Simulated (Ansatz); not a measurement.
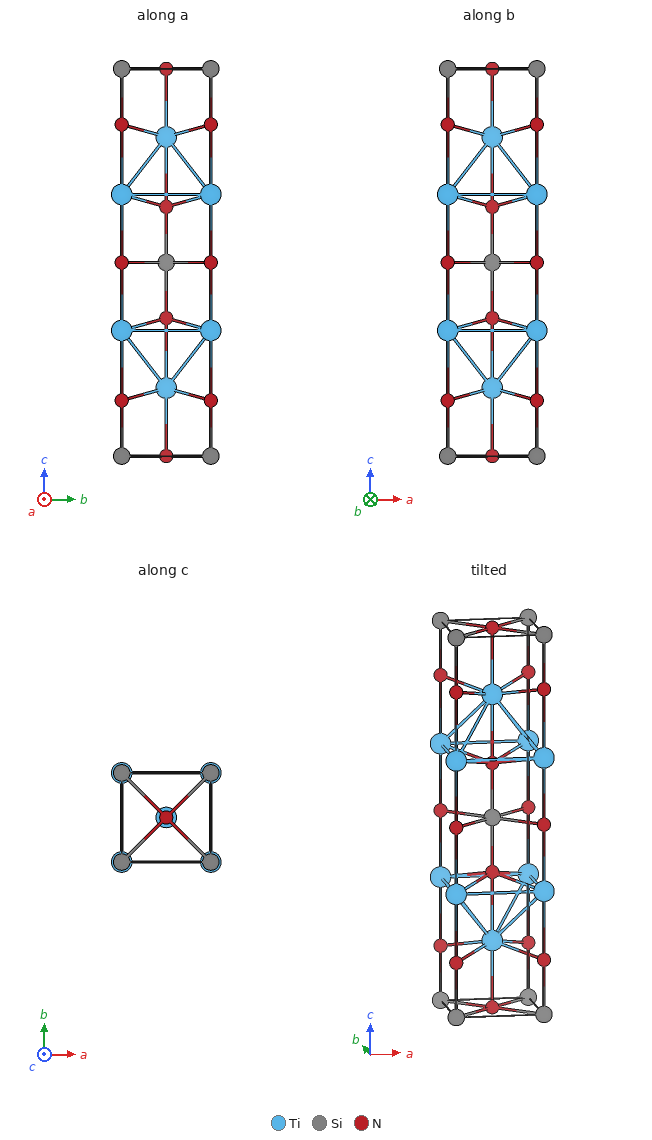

This ball-and-stick model is shown along the a axis, along the b axis, along the c axis and slightly off an axis. One conventional unit cell is framed, with atoms on its boundary repeated.

Lattice parameters: a = 2.9214 Å, b = 2.9214 Å, c = 12.6943 Å, α = 90.000°, β = 90.000°, γ = 90.000°.

Express the structure as a CIF in P1 with every atom of the cell, with free fractional coordinates to two decimals.

Answer.
```cif
data_structure
_symmetry_space_group_name_H-M 'P 1'
_symmetry_Int_Tables_number 1
_cell_length_a 2.9214
_cell_length_b 2.9214
_cell_length_c 12.6943
_cell_angle_alpha 90.000
_cell_angle_beta 90.000
_cell_angle_gamma 90.000
_cell_volume 108.34
loop_
_atom_site_label
_atom_site_type_symbol
_atom_site_fract_x
_atom_site_fract_y
_atom_site_fract_z
_atom_site_occupancy
Ti1 Ti 0.50 0.50 0.18 1
Ti2 Ti 0.00 0.00 0.32 1
Si1 Si 0.00 0.00 0.00 1
N1 N 0.50 0.50 0.36 1
N2 N 0.50 0.50 0.00 1
N3 N 0.00 0.00 0.14 1
Ti3 Ti 0.00 0.00 0.68 1
Ti4 Ti 0.50 0.50 0.82 1
Si2 Si 0.50 0.50 0.50 1
N4 N 0.00 0.00 0.86 1
N5 N 0.00 0.00 0.50 1
N6 N 0.50 0.50 0.64 1
```

Starting structure: a structure type filled with these elements by a generator (whether the compound takes this form wasn't checked). Earlier steps of the study may have refined or changed the cell and positions. It was run through Ansatz as a DFT input.
